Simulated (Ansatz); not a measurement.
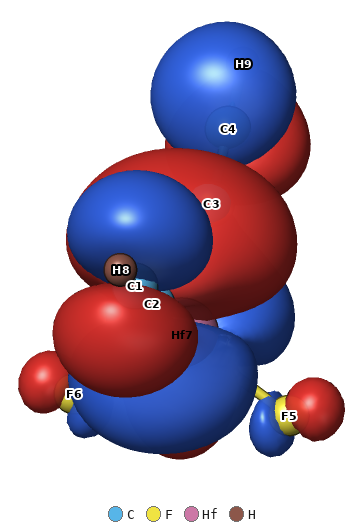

*C4H2F2Hf (SMILES C#[C][Hf]([F])([F])[C]#C). One frontier orbital at ±0.06 Å⁻³ᐟ² (red and blue are the two phases), seen at an oblique angle.*

Geometry: PBE0-D4/def2-SVP; core potentials replace the inner electrons of Hf.

Level of theory: isolated molecule in a Gaussian basis; Kohn-Sham density functional theory, functional PBE0 (Ansatz 0.2.0).

The calculation's input:

```
crystal:
  periodic: [false, false, false]
  atoms:
    - {symbol: C, position_ang: [-2.582321, 1.633337, 0.061619]}
    - {symbol: C, position_ang: [-1.818627, 0.685581, -0.087561]}
    - {symbol: C, position_ang: [1.551245, -0.210341, -0.668006]}
    - {symbol: C, position_ang: [2.680298, 0.234226, -0.844998]}
    - {symbol: F, position_ang: [-0.471920, -2.063756, 1.210974]}
    - {symbol: F, position_ang: [-0.984236, -1.991219, -1.875744]}
    - {symbol: Hf, position_ang: [-0.454944, -0.986613, -0.353258]}
    - {symbol: H, position_ang: [-3.250507, 2.468387, 0.192259]}
    - {symbol: H, position_ang: [3.671008, 0.628256, -1.000178]}
basis:
  gaussian:
    orbitals: def2-SVPD
output:
  forces: true
  orbitals: {seedname: orbitals}
hamiltonian:
  xc: {name: PBE0}
```

Command:

```sh
ansatz run input.yaml --threads 2 --pin off --max-ram 6090MiB --events-out events.jsonl --progress --plain --runs-dir runs
```

Which orbital is it: HOMO or LUMO?

Answer. The LUMO, at −2.41 eV. By Hirshfeld shares it lies mainly on Hf7 (about 50 %), C1 (about 10 %), C4 (about 10 %), C2 (about 10 %) and C3 (about 10 %).
